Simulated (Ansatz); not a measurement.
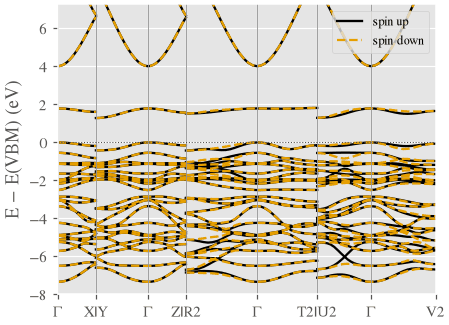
Band structure from the program Ansatz at the r²SCAN level (PAW)

The gap is 1.27 eV; an edge lies off the plotted path or next to a special point (maximum at Γ, minimum off the standard path).

The material is CuF2 in space group P2_1/c (No. 14; Cu on 2b, F on 4e).

The first step of the workflow began from a Materials Project structure, measured or hypothetical; the Crystallography Open Database files this formula in space group No. 14, but the cells were not matched. Its standing as an ambient phase is unchecked. The cell was relaxed with r²SCAN under the symmetry of its start, as lowered by the spin order; whether a distortion lowers the energy is not shown. Spin order of the final state: antiferromagnetic, chosen from 2 collinear starts compared on coarse meshes (ties went to the first, and starts can fall back to one state), not a proven ground state. Other orbital occupations within this spin state were not tried. No Hubbard U is applied. Point labels and valley counts follow the cell and symmetry of the run, lower than the named group.

Potentials: the later of the program's two PAW sets.
